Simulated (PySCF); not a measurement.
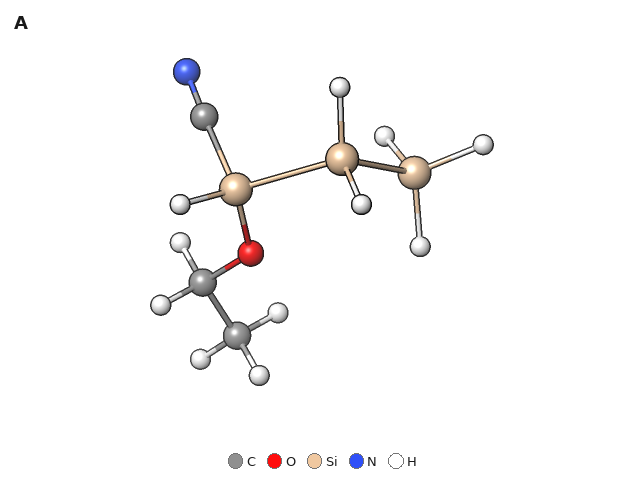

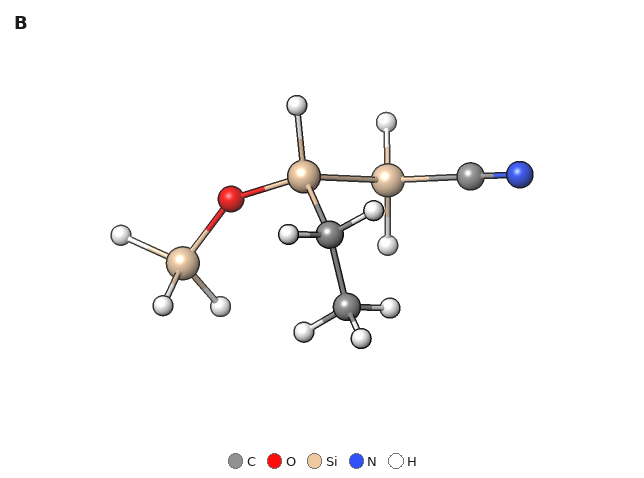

2 stationary structures of one formula. Geometries: PBE0-D3(BJ)/def2-SVP. Electronic energies: PBE0/pcSseg-1 (PySCF 2.14.0), without zero-point energy. No frequency run is at hand to confirm each as a minimum. Each is one conformer, not always the lowest.

Question: Are they conformers, stereoisomers or constitutional isomers?

Answer: They are constitutional isomers of C3H11NOSi3: A `CCO[Si@H](C#N)[SiH2][SiH3]`, B `CC[Si@H](O[SiH3])[SiH2]C#N`.

Question: Rank them by energy, lowest first.

Answer: B is lowest; A lies 30.7 kcal/mol above it.

Give E(B) − E(A) in kcal/mol at these levels too: PBE0/pcSseg-1; PBE0-D3(BJ)/def2-SVP; CAM-B3LYP/def2-SVPD; WP04/pcSseg-1.

```json
{"level": "PBE0/pcSseg-1", "E(B) − E(A) (kcal/mol)": "−30.7"}
{"level": "PBE0-D3(BJ)/def2-SVP", "E(B) − E(A) (kcal/mol)": "−30.8"}
{"level": "CAM-B3LYP/def2-SVPD", "E(B) − E(A) (kcal/mol)": "−33.0"}
{"level": "WP04/pcSseg-1", "E(B) − E(A) (kcal/mol)": "−38.1"}
```
